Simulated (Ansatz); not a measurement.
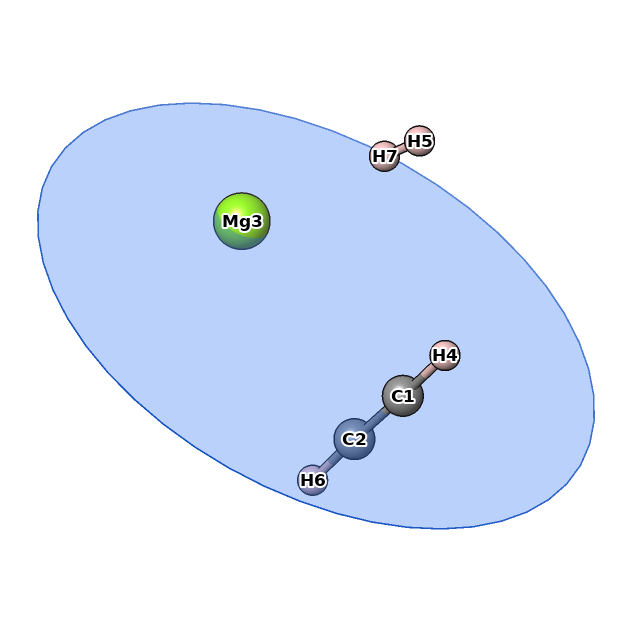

A disc through the centre of mass is drawn in. Depth is shown by fading: the farther an atom, the more it takes the colour of the background. Computed geometry: PBE-D4/def2-SVP optimisation. No frequency run is at hand to confirm it as a minimum.

> Is the plane of the disc a mirror plane of the structure?

No. The point group is Cs, with 1 mirror plane, and this plane isn't one of its mirror planes.
